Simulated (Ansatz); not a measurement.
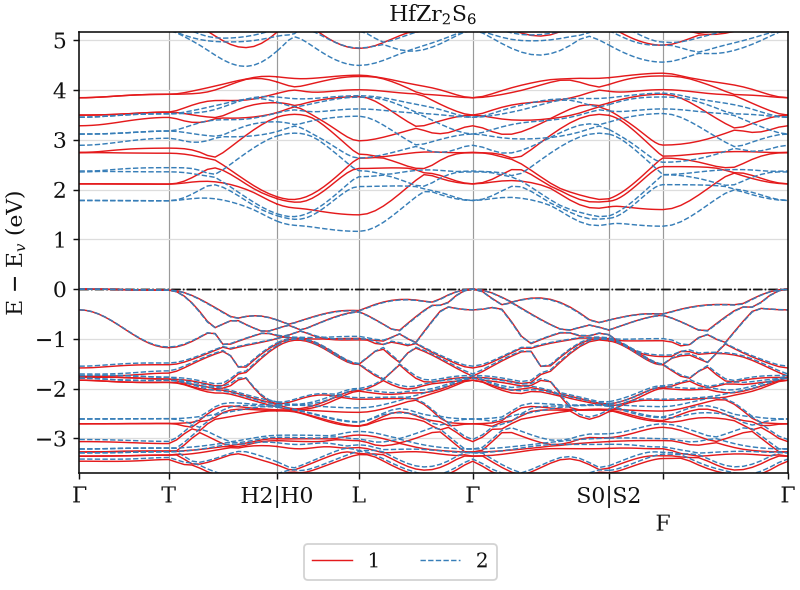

Band structures of HfZr$_{2}$S$_{6}$, space group R-3, 9 atoms in the cell, by two methods on the same cell. Each is counted from its own valence-band top.

Q: Which curve is which? The methods: r2SCAN, PBE.

A: 1 is r2SCAN; 2 is PBE. r2SCAN gives a gap of 1.49 eV along the path and PBE gives a gap of 1.16 eV along the path.

Settings. r2SCAN: DFT r2SCAN, scalar-relativistic, plane waves, PAW, no spin polarisation, 6×6×6 k mesh, 500 eV cutoff, Gaussian smearing of 0.02 eV (Ansatz). PBE: DFT PBE, scalar-relativistic, plane waves, PAW, no spin polarisation, 6×6×6 k mesh, 420 eV cutoff, Gaussian smearing of 0.02 eV (Ansatz).

The structure is an invented one, so it need not be a known or stable phase. Spin-orbit coupling is left out, which matters for Hf.
